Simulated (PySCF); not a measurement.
# B3LYP/STO-6G run of GeHF (SMILES [F][GeH])

What is the vertical singlet–triplet gap of GeHF at B3LYP/STO-6G? The job is set up through a Python script.

The results are computed with PySCF 2.14.0.

4 further runs of the same task are left out: 4 set aside as unsound or not needed.

### 1 Starting point

GeHF: 3 atoms, total charge 0, spin state singlet. SMILES: `[F][GeH]`. Geometry: relaxed at PBE0-D4/def2-TZVP.

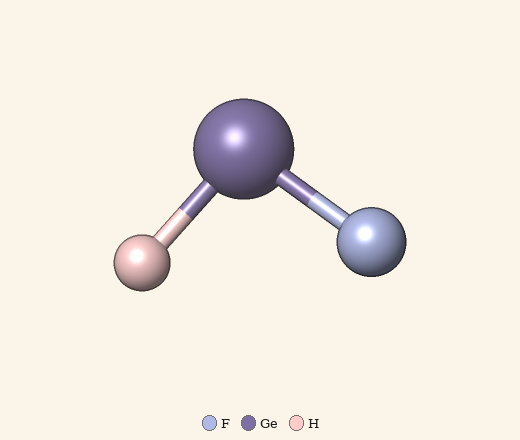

The structure, seen from a chosen angle (fluorine light blue, germanium purple, hydrogen pink).

### 2 A single-point energy at B3LYP/STO-6G

The input, calc.py:

```python
# [F][GeH]
from pyscf import gto, dft

molecule = gto.M(
    atom=[
    ('F', (0.672100, 1.012600, 0.469700)),
    ('Ge', (-0.657900, 0.195200, -0.335600)),
    ('H', (-0.025200, -1.272700, -0.147400)),
],
    verbose=4,
    charge=0,
    max_memory=1860,
    basis='sto-6g',
)

mf = dft.RKS(molecule, xc='b3lyp')
mf.conv_tol = 1e-10
mf.grids.level = 5
mf.kernel()
if not mf.converged:
    mf = mf.newton().run(mf.mo_coeff, mf.mo_occ)

etot = mf.e_tot
print('E = %.10f Eh' % etot)
```

Launch:

```
OMP_NUM_THREADS=1 python calc.py
```

Standard output:

```text
PySCF version 2.14.0

[INPUT] num. atoms = 3
[INPUT] num. electrons = 42
[INPUT] charge = 0
[INPUT] spin (= nelec alpha-beta = 2S) = 0
[INPUT] symmetry False subgroup None
[INPUT] Mole.unit = angstrom
[INPUT] Symbol           X                Y                Z      unit          X                Y                Z       unit  Magmom
[INPUT]  1 F      0.672100000000   1.012600000000   0.469700000000 AA    1.270084928320   1.913536673735   0.887604360708 Bohr   0.0
[INPUT]  2 Ge    -0.657900000000   0.195200000000  -0.335600000000 AA   -1.243250817351   0.368874539515  -0.634192087404 Bohr   0.0
[INPUT]  3 H     -0.025200000000  -1.272700000000  -0.147400000000 AA   -0.047621098339  -2.405054438734  -0.278545630761 Bohr   0.0

nuclear repulsion = 99.212640404302
number of shells = 12
number of NR pGTOs = 144
number of NR cGTOs = 24
basis = sto-6g
ecp = {}

[... 53 lines left out ...]
converged SCF energy = -2165.46493054969
E = -2165.4649305497 Eh
```

Wall time 5.7 s (1 thread of Arm Neoverse N1, shared host); peak memory 0.2 GiB.

### 3 The triplet, same level

The input, job.py:

```python
from pyscf import gto, dft

system = gto.Mole()
system.atom = '''
F      0.672100     1.012600     0.469700
Ge    -0.657900     0.195200    -0.335600
H     -0.025200    -1.272700    -0.147400
'''
system.max_memory = 1860
system.verbose = 3
system.basis = 'sto-6g'
system.charge = 0
system.spin = 2
system.build()

mf = dft.UKS(system, xc='b3lyp')
mf.conv_tol = 1e-10
mf.grids.level = 5
mf.kernel()
if not mf.converged:
    mf = mf.newton().run(mf.mo_coeff, mf.mo_occ)

energy = mf.e_tot
print('E = %.10f Eh' % energy)
```

Launch:

```
OMP_NUM_THREADS=1 python job.py
```

Standard output:

```text
WARN: HOMO -0.335321221368078 >= LUMO -0.460562968768412

WARN: HOMO 0.0197089111865577 >= LUMO 0.0174917493558548

WARN: HOMO -0.0498631337371651 >= LUMO -0.0530118911807321

WARN: HOMO -0.067269807458933 >= LUMO -0.0664416384610992

converged SCF energy = -2165.40277397164  <S^2> = 2.0014014  2S+1 = 3.0009341
E = -2165.4027739716 Eh
```

Run time: 9.9 s. Hardware: 1 thread of Arm Neoverse N1, shared host; peak memory 0.21 GiB.

### 4 Results

At B3LYP/STO-6G:

| quantity | value |
| --- | --- |
| singlet: total energy | -2165.46493 Eh |
| singlet: dipole moment | 0.16 D |
| singlet: HOMO energy | -2.99 eV |
| singlet: LUMO energy | 0.63 eV |
| singlet: HOMO–LUMO gap | 3.62 eV |
| triplet: total energy | -2165.40277 Eh |
| triplet: dipole moment | 0.35 D |
| triplet: HOMO energy (highest over α and β) | -1.79 eV |
| triplet: LUMO energy (lowest over α and β) | -1.49 eV |
| triplet: ⟨S²⟩ | 2.001 |
| vertical energy of the triplet above the singlet | 1.691 eV |

In words: At this shape the triplet lies 1.69 eV (39 kcal/mol) above the singlet. In a minimal basis such a difference can be off by several eV, whatever the method. Mulliken charges (triplet) run from -0.16 on F1 to +0.24 on Ge2.
